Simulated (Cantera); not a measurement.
Feed: 1 mol CCl₄, 0.51 mol F₂, held at 2400 Pa.

Method: chemical equilibrium by Gibbs-energy minimisation in Cantera with the NASA 1993 tables (ideal gas, pure condensed phases). Candidate condensed phases: C; 27 gas species. The tables' values for CCl are old estimates; treat these amounts as uncertain. Kinetics and transport are ignored.

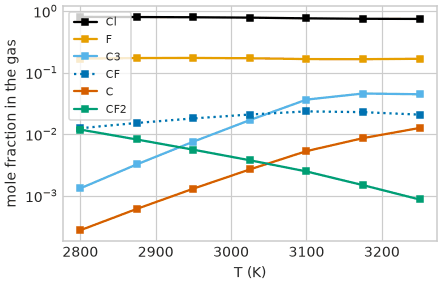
Figure. Equilibrium gas composition (values under 1e-9 drawn at 1e-9)

From 2800 K to 3100 K the condensed part is C(graphite). From 3175 K to 3250 K nothing is condensed. The main C-bearing gas is CF at 2800 K and C₃ at 3250 K.
